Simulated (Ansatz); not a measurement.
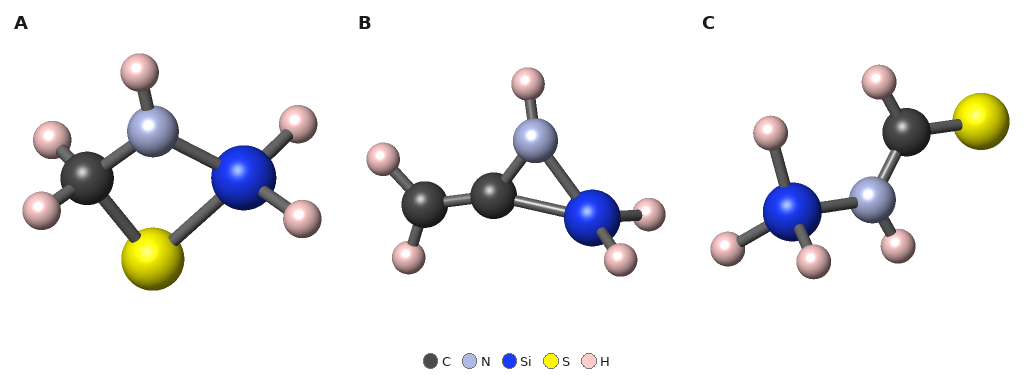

Source: calculation with Ansatz.

### Which panel belongs to which SMILES?
(1) [SiH3]NC=S
(2) C=C1N[SiH2]1
(3) C1N[SiH2]S1

A is (3), B is (2), C is (1).
